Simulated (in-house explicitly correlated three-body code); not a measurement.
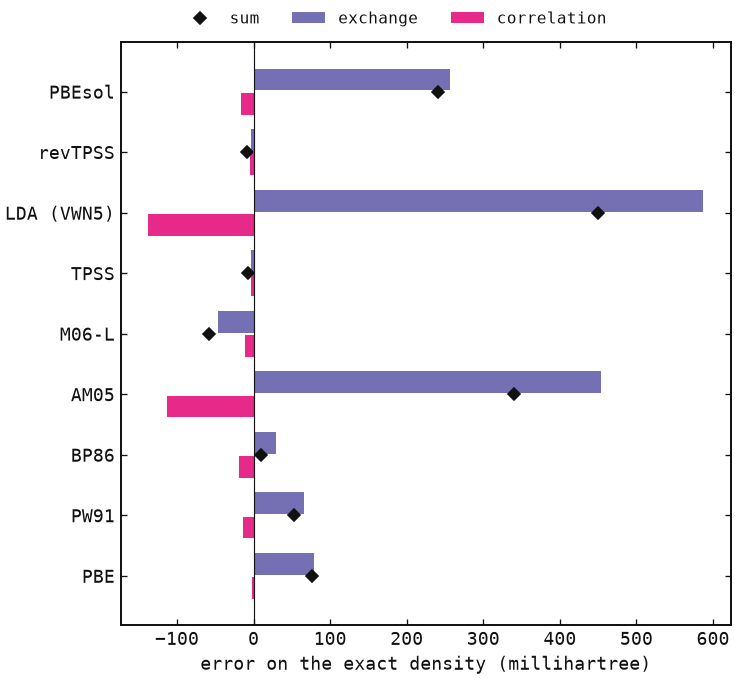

Two electrons around a point charge Z = 7 (N⁵⁺). Computed variationally in 260 exponentially correlated functions with an in-house code, non-relativistic, converged to about 10⁻⁸ of the energy. The exact exchange and correlation energies are −4152 and −45.28 millihartree. The plot shows the errors of AM05, BP86, LDA (VWN5), M06-L, PBE, PBEsol, PW91, TPSS and revTPSS, evaluated on the exact density.

Which functional is best in the sum, and where do errors cancel?

Answer. By the size of the summed error (millihartree): TPSS −6.8, revTPSS −8.5, BP86 +9.4, PW91 +53, M06-L −58, PBE +77, PBEsol +241, AM05 +341, LDA (VWN5) +450. Errors of exchange and correlation cancel by a quarter or more for BP86 (+29 and −19).
